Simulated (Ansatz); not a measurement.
# Mg3SiO (model cell, started as antiperovskite): a soft mode frozen in

Which phase does Mg3SiO (model cell, started as antiperovskite) fall into along its unstable mode, and how much energy does it gain?

Program: Ansatz 0.2.0. Level of theory: DFT PBEsol, scalar-relativistic, plane waves, PAW; PAW set soft_1. Results are calculated unless marked as measured.

The structure was built from a prototype and need not be the compound's stable phase.

## (1) The starting structure

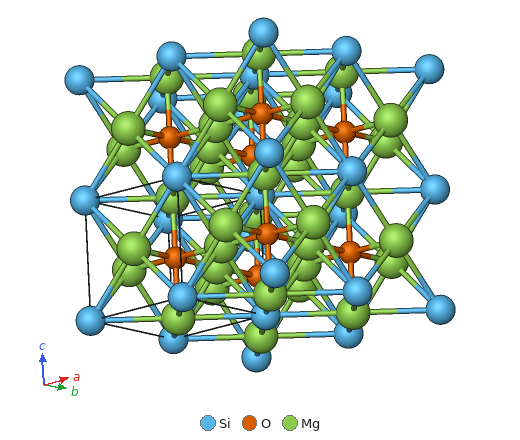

Start, viewed from a free direction; silicon blue, oxygen orange, magnesium green. 2×2×2 cells are drawn. Some periodic images of atoms are drawn too.

As a file:

```cif
data_structure
_symmetry_space_group_name_H-M 'Pm-3m'
_symmetry_Int_Tables_number 221
_cell_length_a 4.1891
_cell_length_b 4.1891
_cell_length_c 4.1891
_cell_angle_alpha 90.000
_cell_angle_beta 90.000
_cell_angle_gamma 90.000
_cell_volume 73.51
loop_
_atom_site_label
_atom_site_type_symbol
_atom_site_symmetry_multiplicity
_atom_site_Wyckoff_symbol
_atom_site_fract_x
_atom_site_fract_y
_atom_site_fract_z
_atom_site_occupancy
Si1 Si 1 a 0.00000 0.00000 0.00000 1
O1 O 1 b 0.50000 0.50000 0.50000 1
Mg1 Mg 3 c 0.50000 0.50000 0.00000 1
```

## (2) Response at finite wavevector

The cell comes from relaxations at this level that are not shown. Stability and thermal properties need the whole zone. Linear response on a 4×4×4 q mesh gives force constants as far as a supercell of that size would.

input.yaml

```yaml
crystal:
  lattice:
    - [4.1890907208, 0.0, 0.0]
    - [0.0, 4.1890907208, 0.0]
    - [0.0, 0.0, 4.1890907208]
  atoms:
    - { symbol: Si, position: [0.0, 0.0, 0.0] }
    - { symbol: O, position: [0.5, 0.5, 0.5] }
    - { symbol: Mg, position: [0.5, 0.5, 0.0] }
    - { symbol: Mg, position: [0.5, 0.0, 0.5] }
    - { symbol: Mg, position: [0.0, 0.5, 0.5] }
kpoints:
  mp_grid: { grid: [8, 8, 8] }
hamiltonian:
  xc: pbesol
  pseudopotentials: { kind: paw, azcp: { folder: soft_1 }, xc_functional: pbe }
scf:
  occupations: { method: methfessel_paxton, width: 0.2 }
output:
  eigenvalues: true
phonons:
  method: dfpt
  qmesh: [4, 4, 4]
  temperatures: { t_max: 1000, t_step: 50 }
  qpath:
    path:
      - [[0.0, 0.0, 0.0], [0.0, 0.5, 0.0], [0.5, 0.5, 0.0], [0.0, 0.0, 0.0], [0.5, 0.5, 0.5], [0.0, 0.5, 0.0]]
      - [[0.5, 0.5, 0.5], [0.5, 0.5, 0.0]]
    npoints: 10
```

Run with:

```sh
> ansatz run input.yaml --threads 8 --pin off --max-ram 16384MiB --backend cpu --events-out ev --progress --plain --runs-dir out
```

Numbers of over 12 decimals in the logs are rounded to 6 here.

Log:

```text
Engine: ansatz 0.2.0, aarch64-unknown-linux-gnu
Pseudopotentials: kind: paw
Pseudopotential: Si, paw, valence charge 4, recommended cutoff 420 eV (normal), soft_1/Si.paw.azcp
Pseudopotential: O, paw, valence charge 6, recommended cutoff 420 eV (normal), soft_1/O.paw.azcp
Pseudopotential: Mg, paw, valence charge 10, recommended cutoff 420 eV (normal), soft_1/Mg.paw.azcp
Functional definition: PBEsol
  exchange = pbesol_x
  correlation = pbesol_c
Crystal: 5 atoms, lattice volume = 73.512 Å³
Basis set: ecut = 420 eV, 1419 PW (Γ), exchange–correlation on 60×60×60 points (8 copies of the dense FFT grid, shifted against one another)
Bands: 25, of which v1, the nominal top of the filled ones, is band 20 counted from 1 (19 counted from 0)
Symmetry: 48 space group operations
k-points: 35 of 512
Non-local potential: Si, projectors of the file, l = 0: 2, l = 1: 2, l = 2: 1
Non-local potential: O, projectors of the file, l = 0: 2, l = 1: 2, l = 2: 1
Non-local potential: Mg, projectors of the file, l = 0: 3, l = 1: 2, l = 2: 1
PAW form: soft (Blöchl's): semilocal exchange-correlation on the pseudo side does not see the compensation charge
PAW frozen core: Si, regenerated for the run's functional, and the local potential with it (the file was generated under x = pbe(κ = 0.804, μ = 0.219515), c = pbe(β = 0.066725))
PAW frozen core: O, regenerated for the run's functional, and the local potential with it (the file was generated under x = pbe(κ = 0.804, μ = 0.219515), c = pbe(β = 0.066725))
PAW frozen core: Mg, regenerated for the run's functional, and the local potential with it (the file was generated under x = pbe(κ = 0.804, μ = 0.219515), c = pbe(β = 0.066725))
PAW one-centre angular grid: Si, 110 points (default); XC on 64 Gauss nodes
PAW one-centre angular grid: O, 110 points (default); XC on 64 Gauss nodes
PAW one-centre angular grid: Mg, 110 points (default); XC on 64 Gauss nodes
Initial density: superposition of atomic densities (chi_scale 0.1, normalization cell, long waves kept (reshape's long-wave potential 0.01 eV rms))
Initial wavefunctions: pseudopotential atomic-orbital guess
Functional: x = pbesol(κ = 0.804, μ = 0.123457), c = pbesol(β = 0.046)
SCF iter   1: F=—  HF=-6922.813401 eV  |F-HF|=—  |Δ(HF+E_count)|=         —  Δρ=9.54e-2  dr2=8.33e0  ethr=3.10e-3  ⟨swp⟩=5.4  Hψ=3832  notcnv=0
preconditioner: auto → Resta (q_TF=auto, 2.465 Å⁻¹)  ε∞=4.5  [insulator: Δε(μ)=0.367 eV  Ē_g=9.263 eV  σ=0.200 eV  W_gap=0.75  n_scr=18 (ndim 8)  ℏωp=17.3 eV  f_vac=0.000  D(μ)=0.10/eV (n_scr^D=0)  ε∞_Penn≈4.5]
SCF iter   2: F=—  HF=-6921.321421 eV  |F-HF|=—  |Δ(HF+E_count)|=    1.49e0  S|Δr|=    0.00e0  Δρ=4.15e-2  dr2=1.00e0  ethr=3.10e-3  ⟨swp⟩=3.5  Hψ=1750  notcnv=0  defer=30
preconditioner: auto → Kerker (q_TF=auto, 2.465 Å⁻¹)  [metal: Δε(μ)=0.058 eV  Ē_g=8.367 eV  σ=0.200 eV  W_gap=0.24  n_scr=18 (ndim 8)  ℏωp=16.2 eV  f_vac=0.000  D(μ)=0.31/eV (n_scr^D=0)]
SCF iter   3: F=—  HF=-6921.212478 eV  |F-HF|=—  |Δ(HF+E_count)|=   1.09e-1  S|Δr|=    0.00e0  Δρ=1.64e-2  dr2=3.42e-1  ethr=2.51e-3  ⟨swp⟩=2.1  Hψ=1575  notcnv=0  defer=25
SCF iter   4: F=—  HF=-6921.163309 eV  |F-HF|=—  |Δ(HF+E_count)|=   4.92e-2  S|Δr|=    0.00e0  Δρ=4.70e-3  dr2=4.01e-2  ethr=8.55e-4  ⟨swp⟩=2.0  Hψ=1122  notcnv=0  defer=25
SCF iter   5: F=—  HF=-6921.151905 eV  |F-HF|=—  |Δ(HF+E_count)|=   1.14e-2  S|Δr|=    0.00e0  Δρ=1.31e-3  dr2=2.56e-3  ethr=1.00e-4  ⟨swp⟩=1.4  Hψ=1156  notcnv=0  defer=22
SCF iter   6: F=—  HF=-6921.151127 eV  |F-HF|=—  |Δ(HF+E_count)|=   7.78e-4  S|Δr|=    0.00e0  Δρ=4.67e-4  dr2=1.23e-4  ethr=6.40e-6  ⟨swp⟩=2.4  Hψ=1245  notcnv=0  defer=22
SCF iter   7: F=—  HF=-6921.151092 eV  |F-HF|=—  |Δ(HF+E_count)|=   3.51e-5  S|Δr|=    0.00e0  Δρ=1.06e-4  dr2=6.25e-6  ethr=3.06e-7  ⟨swp⟩=3.0  Hψ=1589  notcnv=0  defer=22
SCF iter   8: F=—  HF=-6921.151092 eV  |F-HF|=—  |Δ(HF+E_count)|=   3.62e-7  S|Δr|=    0.00e0  Δρ=2.08e-5  dr2=2.82e-7  ethr=1.56e-8  ⟨swp⟩=2.0  Hψ=1110  notcnv=0  defer=22
SCF iter   9: F=—  HF=-6921.151091 eV  |F-HF|=—  |Δ(HF+E_count)|=   6.05e-7  S|Δr|=    0.00e0  Δρ=2.44e-6  dr2=4.34e-9  ethr=7.06e-10  ⟨swp⟩=2.0  Hψ=1093  notcnv=0  defer=22
SCF iter  10: F=—  HF=-6921.151091 eV  |F-HF|=—  |Δ(HF+E_count)|=  2.55e-10  S|Δr|=    0.00e0  Δρ=3.91e-7  dr2=8.04e-11  ethr=1.08e-11  ⟨swp⟩=1.5  Hψ=991  notcnv=0  defer=22
SCF iter  11: F=-6921.151091 eV  HF=-6921.151091 eV  |F-HF|=0.00e0  |Δ(HF+E_count)|=  1.27e-11  S|Δr|=    0.00e0  Δρ=4.53e-8  dr2=1.32e-12  ethr=1.00e-12  ⟨swp⟩=9.9  Hψ=4657  notcnv=0
SCF 1 converged in 11 iterations: F = -6921.151091 eV  dr2 = 1.32e-12
  greatest PAW one-centre occupation: 1.000 electrons in one spin orbital (limit 2), on the Mg atom at site 4 (counted from 0), in its partial waves of l = 0
Initial density: read from a saved state, or passed on in memory by an earlier SCF of this step, an earlier step, the calling program or the single point that the run made first
iter 1 solved again at ethr=6.39e-8 eV; its pass at ethr=3.10e-3 eV (dr2=2.56e-5 eV) is discarded
SCF iter   1: F=—  HF=-6921.151091 eV  |F-HF|=—  |Δ(HF+E_count)|=         —  Δρ=1.75e-7  dr2=8.34e-12  ethr=6.39e-8  ⟨swp⟩=3.5  Hψ=6391  notcnv=0
eigensolver tolerance schedule: the retry pair's looser diagonalisation over-reported the residual by 3067106.20 of it (diagonalisation noise at an unbounded share of the residual, at the tolerance the schedule requests for it); recorded, not acted on — ethr = c·dr2/N_el stays at c = 1.0e-1
preconditioner: auto → Kerker (q_TF=auto, 2.465 Å⁻¹)  [metal: Δε(μ)=0.126 eV  Ē_g=8.243 eV  σ=0.200 eV  W_gap=0.44  n_scr=18 (ndim 8)  ℏωp=16.2 eV  f_vac=0.000  D(μ)=0.37/eV (n_scr^D=0)]
SCF iter   2: F=—  HF=-6921.151091 eV  |F-HF|=—  |Δ(HF+E_count)|=   4.37e-8  S|Δr|=    0.00e0  Δρ=8.13e-8  dr2=1.99e-12  ethr=1.00e-12  ⟨swp⟩=6.8  Hψ=3884  notcnv=0
SCF iter   3: F=-6921.151091 eV  HF=-6921.151091 eV  |F-HF|=9.09e-13  |Δ(HF+E_count)|=    0.00e0  S|Δr|=    0.00e0  Δρ=5.20e-8  dr2=9.21e-13  ethr=1.00e-12  ⟨swp⟩=1.0  Hψ=1893  notcnv=0
SCF 2 converged in 3 iterations: F = -6921.151091 eV  dr2 = 9.21e-13
  greatest PAW one-centre occupation: 1.000 electrons in one spin orbital (limit 2), on the Mg atom at site 2 (counted from 0), in its partial waves of l = 0
phonons: the bands overlap, so this run is a metal and interpolates without the dipole-dipole term. If the crystal is really an insulator or semiconductor, its LO-TO splitting is missing
NSCF: frozen V_eff on 35 k-points
WARN: eigensolver did not converge (k=31): 1 band(s) unlocked after 20 sweeps at ethr=1.06e-12 eV (storage-precision floor; scheduled 1.00e-12 eV) (lowest unlocked band 24, counted from 0; max residual 1.28e-3 eV among the unlocked bands, 1.28e-3 eV over every band; other slots of this pass that fall short are told together in one closing line; warning suppressed until the next SCF loop or pass starts)
NSCF: frozen V_eff on 125 k-points
DFPT response loops at q = (0, 0, 0) (fractional): preconditioner auto → Kerker (q_TF=auto, 2.465 Å⁻¹) (partly filled bands, converged f_vac=0.000); β = 1.00, the filter's whole step (`scf.mixing.beta` (0.50) is not read by the response loops under this deck's `scf.mixing.preconditioner`; to damp them name `kerker` or `kerker_dos`, under which they read `scf.mixing.beta`, and type it under 1.00, their step now; both keys bind the ground state too); Broyden in place of MSR1
NSCF: frozen V_eff on 400 k-points
DFPT response loops at q = (0, 0, 0.25) (fractional): mixed as the last ones told, above
NSCF: frozen V_eff on 250 k-points
DFPT response loops at q = (0, 0, -0.5) (fractional): mixed as the last ones told, above
NSCF: frozen V_eff on 640 k-points
DFPT response loops at q = (0, 0.25, 0.25) (fractional): mixed as the last ones told, above
NSCF: frozen V_eff on 400 k-points
DFPT response loops at q = (0, 0.25, -0.5) (fractional): mixed as the last ones told, above
NSCF: frozen V_eff on 250 k-points
DFPT response loops at q = (0, -0.5, -0.5) (fractional): mixed as the last ones told, above
NSCF: frozen V_eff on 1024 k-points
DFPT response loops at q = (0.25, 0.25, 0.25) (fractional): mixed as the last ones told, above
NSCF: frozen V_eff on 640 k-points
DFPT response loops at q = (0.25, 0.25, -0.5) (fractional): mixed as the last ones told, above
NSCF: frozen V_eff on 400 k-points
DFPT response loops at q = (0.25, -0.5, -0.5) (fractional): mixed as the last ones told, above
NSCF: frozen V_eff on 250 k-points
DFPT response loops at q = (-0.5, -0.5, -0.5) (fractional): mixed as the last ones told, above
SCF converged after 11 iterations
Stability not checked: this state was not tested for a lower state beside it, because cold or Methfessel-Paxton smearing, or corrected tetrahedra, fill the levels in a way that the test cannot read (fill_not_monotonic; see scf.lower_state_search)
Free energy (F): -6921.151091 eV
Harris-Foulkes:  -6921.151091 eV  (|F-HF|=0.00e0)
Internal energy: -6921.151791 eV  (E = F + TS)
E sigma→0 (E₀):  -6921.151266 eV
Entropy (-TS):   0.000700 eV (0.140 meV/atom)
Fermi energy:    8.748642 eV
--- Per-component energies (eV) ---
  E_band       = -988.772808
  E_kinetic    = 423.638409
  E_local      = -5524.454847  (includes V_loc(G=0)·N_el)
  E_nonlocal   = 661.247822
  E_hartree    = 1933.183202
  E_xc         = -208.128300
  E_vxc        = -244.337603  (∫ρ·V_xc dr)
  E_paw        = -1523.849729  (= ΣΔE_a)
  E_vpaw       = -171.233503  (= ΣTr[D̂ρ^β])
  E_aug_tail   = 0.000546  (compensation charges beyond the density's cutoff)
  E_ewald      = -2683.032331
  E_core_change = 0.243436  (= ΣΔE_core)
  E_smearing   = 0.000700  (= −TS)
  E_closure    = -0.000000  (closes the sum)
  Σ components = -6921.151091   (vs F -6921.151091, Δ=0.00e0)
--- Band table (eV; the first three rows and the last of 35) ---
  k-point 0: bands = [... 16 lower, 2.4143, 8.2600, 8.2600, 8.2600, 9.3007, 9.3007, 10.5506, 14.4083, ... 1 higher]
  k-point 1: bands = [... 16 lower, 2.4351, 7.1615, 8.2317, 8.2317, 9.4126, 9.9908, 11.3804, 13.9154, ... 1 higher]
  k-point 2: bands = [... 16 lower, 2.5353, 5.7857, 8.1565, 8.1565, 9.7279, 10.6741, 13.2322, 13.2322, ... 1 higher]
  k-point 34: bands = [... 16 lower, 2.2786, 5.2360, 5.2360, 5.2360, 10.4392, 10.4392, 10.4392, 13.2570, ... 1 higher]
--- Phonons (Γ-DFPT): 4 representative perturbations + reference (Σ response iterations 12) ---
  ASR residual: 1.611e-4 → 0.000e0 eV/Å²; symmetrization residual: 4.608e-6 eV/Å²
  ASR residual per site (eV/Å²): 3.58e-6 1.61e-4 2.74e-5 2.74e-5 2.74e-5
  Γ frequencies (cm⁻¹): 0.00 0.00 0.00 171.55 171.55 171.55 202.98 202.98 202.98 303.21 303.21 303.21 436.19 436.19 436.19
--- Phonons (arbitrary-q DFPT): 10 irreducible q on the 4×4×4 mesh ---
  q = [0.0000, 0.0000, 0.0000] (star 1, of the zone-centre solve; hermiticity 8.95e-7, symmetrization 1.33e-12): -0.00 -0.00 0.00 171.55 171.55 171.55 202.98 202.98 202.98 303.21 303.21 303.21 436.19 436.19 436.19
  q = [0.0000, 0.0000, 0.2500] (star 6, 9 solved perturbations in 1560 linear systems a pass and spin channel, the states on 200 of 512 k-point pairs; hermiticity 7.30e-7, symmetrization 4.51e-13): 89.89 89.89 143.89 176.21 177.01 177.01 198.78 198.78 268.60 305.99 305.99 343.35 435.35 435.35 458.27
  q = [0.0000, 0.0000, -0.5000] (star 3, 9 solved perturbations in 975 linear systems a pass and spin channel, the states on 125 of 512 k-point pairs; hermiticity 4.62e-7, symmetrization 1.52e-12): 132.93 132.93 176.54 176.54 181.76 193.29 193.29 236.81 249.17 313.05 313.05 366.92 435.33 435.33 466.83
  q = [0.0000, 0.2500, 0.2500] (star 12, 9 solved perturbations in 2460 linear systems a pass and spin channel, the states on 320 of 512 k-point pairs; hermiticity 6.14e-7, symmetrization 1.85e-13): 95.93 116.31 149.03 172.67 184.62 189.68 205.52 223.17 267.86 291.96 299.96 375.20 408.16 431.90 458.61
  q = [0.0000, 0.2500, -0.5000] (star 12, 15 solved perturbations on 200 of 512 k-point pairs; hermiticity 8.60e-7, symmetrization 3.03e-14): 92.36 153.60 155.43 167.06 187.91 189.11 204.49 232.42 281.23 286.44 297.02 383.74 422.12 429.41 434.16
  q = [0.0000, -0.5000, -0.5000] (star 3, 9 solved perturbations in 975 linear systems a pass and spin channel, the states on 125 of 512 k-point pairs; hermiticity 1.07e-6, symmetrization 9.06e-14): -46.27 87.85 176.96 176.96 198.25 198.25 206.02 206.02 224.08 283.43 338.85 378.86 378.86 424.65 449.59
  q = [0.2500, 0.2500, 0.2500] (star 8, 4 solved perturbations in 1376 linear systems a pass and spin channel, the states on 512 of 512 k-point pairs; hermiticity 4.05e-7, symmetrization 1.21e-12): 101.80 101.80 119.51 202.69 202.69 217.27 226.12 226.12 241.55 296.41 296.41 367.23 409.57 409.57 462.18
  q = [0.2500, 0.2500, -0.5000] (star 12, 9 solved perturbations in 2460 linear systems a pass and spin channel, the states on 320 of 512 k-point pairs; hermiticity 6.31e-7, symmetrization 3.70e-13): 89.03 102.03 112.32 185.69 195.34 217.28 235.54 243.11 278.76 286.48 292.34 357.32 393.99 413.02 465.92
  q = [0.2500, -0.5000, -0.5000] (star 6, 9 solved perturbations in 1560 linear systems a pass and spin channel, the states on 200 of 512 k-point pairs; hermiticity 8.93e-7, symmetrization 1.54e-13): -38.59 98.14 98.14 194.89 213.32 213.32 246.75 246.75 268.50 283.86 289.43 378.02 383.49 383.49 480.67
  q = [-0.5000, -0.5000, -0.5000] (star 1, 4 solved perturbations in 350 linear systems a pass and spin channel, the states on 125 of 512 k-point pairs; hermiticity 6.75e-7, symmetrization 1.37e-12): -34.18 -34.18 -34.18 226.01 226.01 226.01 263.22 263.22 263.22 284.34 284.34 391.46 391.46 391.46 469.18
  sum rule: each row above includes the acoustic sum rule's correction from the zone centre's row sums; it moved no ω² by more than (1.65 cm⁻¹)²
  mesh force constants: q→R imaginary residual 1.00e-18; ASR residual 1.611e-4 → 0.000e0 eV/Å²; symmetrization residual 1.599e-14 eV/Å²
  interpolated dispersion: 62 rows × 15 modes
  density of states and harmonic sums: on the 16×16×16 q-mesh, interpolated from the force constants of a 4×4×4 supercell (no non-analytic term)
  largest difference from the sums on the solved wave vectors: F 4.56e-2 eV, S 5.84e-5 and C_V 1.35e-5 eV/K
  zero-point energy: 0.238987 eV/cell   skipped modes (ω ≤ 0): 30, of them read as no rigid motion or as one in doubt: 27 (8.496e-2 modes/cell left out, lowest -46.27 cm⁻¹)   left out of the sums: 5.71e-3 of the cell's modes: C_V's classical limit lies that fraction below 3 k_B per atom; for a crystal, a wire or a layer, F and S can be off by more, and a phonons.interpolated_qmesh denser along its periods is the remedy for the sampling
```

It took 4.6 min on 8 threads of Arm Neoverse V2, shared host; peak memory 2.2 GiB; 36 min of CPU time.

The column dr2 measures how far the density is from self-consistency, as an energy; F and HF (Harris–Foulkes) agree once it is small.

Numbers from this step:

```
volume per atom                                         : 14.70 Å³
gap on the k-mesh                                       : 0 eV
sum-rule residual before enforcement                    : 1.61e-4 eV/Å²
lowest frequency on the path                            : -46.27 cm⁻¹
point group                                             : m-3m
highest frequency on the path or at a solved wavevector : 480.8 cm⁻¹
highest optical mode at the zone centre (no LO-TO term) : 436.2 cm⁻¹
lowest optical zone-centre mode                         : 171.6 cm⁻¹
lowest mode on the q mesh (acoustic modes at Γ apart)   : -46.27 cm⁻¹
```

Frequencies (cm⁻¹) solved at each irreducible wavevector; negative means imaginary. Frequencies by wavevector, by row:

| q in reciprocal lattice units | star | mode 1 | mode 2 | mode 3 | mode 4 | mode 13 | mode 14 | mode 15 |
| --- | --- | --- | --- | --- | --- | --- | --- | --- |
| 0 0 0 | 1 | 0 | 0 | 0 | 171.6 | 436.2 | 436.2 | 436.2 |
| 0 0 0.25 | 6 | 89.9 | 89.9 | 143.9 | 176.2 | 435.4 | 435.4 | 458.3 |
| 0 0 -0.5 | 3 | 132.9 | 132.9 | 176.5 | 176.5 | 435.3 | 435.3 | 466.8 |
| 0 0.25 0.25 | 12 | 95.9 | 116.3 | 149 | 172.7 | 408.2 | 431.9 | 458.6 |
| 0 0.25 -0.5 | 12 | 92.4 | 153.6 | 155.4 | 167.1 | 422.1 | 429.4 | 434.2 |
| 0 -0.5 -0.5 | 3 | -46.3 | 87.8 | 177 | 177 | 378.9 | 424.6 | 449.6 |
| 0.25 0.25 0.25 | 8 | 101.8 | 101.8 | 119.5 | 202.7 | 409.6 | 409.6 | 462.2 |
| 0.25 0.25 -0.5 | 12 | 89 | 102 | 112.3 | 185.7 | 394 | 413 | 465.9 |
| 0.25 -0.5 -0.5 | 6 | -38.6 | 98.1 | 98.1 | 194.9 | 383.5 | 383.5 | 480.7 |
| -0.5 -0.5 -0.5 | 1 | -34.2 | -34.2 | -34.2 | 226 | 391.5 | 391.5 | 469.2 |

Interpolated from a 4×4×4 q mesh. Phonon branches along the path, in cm⁻¹:

| point | branch 1 | branch 2 | branch 3 | branch 4 | branch 12 | branch 13 | branch 14 | branch 15 |
| --- | --- | --- | --- | --- | --- | --- | --- | --- |
| Γ | 0 | 0 | 0 | 172 | 303 | 436 | 436 | 436 |
| X | 133 | 133 | 176 | 176 | 367 | 435 | 435 | 467 |
| M | -46 | 88 | 177 | 177 | 379 | 379 | 425 | 450 |
| Γ | 0 | 0 | 0 | 172 | 303 | 436 | 436 | 436 |
| R | -34 | -34 | -34 | 226 | 392 | 392 | 392 | 469 |
| X | 133 | 133 | 176 | 176 | 367 | 435 | 435 | 467 |
| jump to R | -34 | -34 | -34 | 226 | 392 | 392 | 392 | 469 |
| M | -46 | 88 | 177 | 177 | 379 | 379 | 425 | 450 |

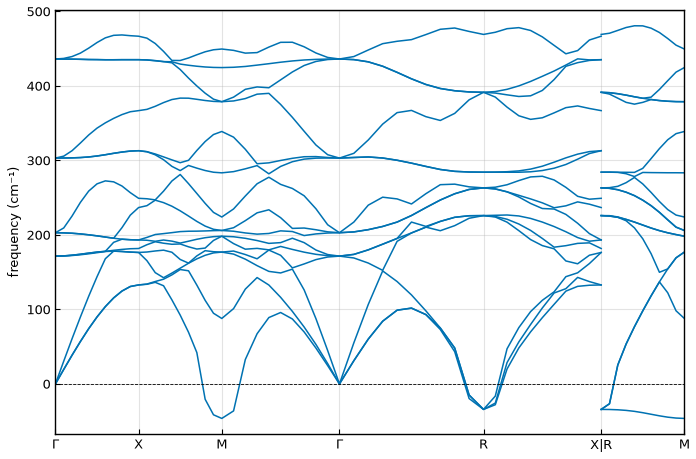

Phonon branches along the path.

Symmetry leaves 10 wavevectors to solve. The lowest mode among them, the acoustic zeros apart, lies at q = (0, -0.5, -0.5) and is imaginary, 46.3i cm⁻¹, so the energy falls along it.

[end of part 1 of 3]

[Logs are printed without paths, hosts, clocks, repeated set-up lines and the standing remarks that a program may print on its own settings, such as how far it seeks lower states.]

[Hosts, paths, dates, database ids (printed as entryN), source tags and the programs' standing remarks are cut or masked in the printed files.]
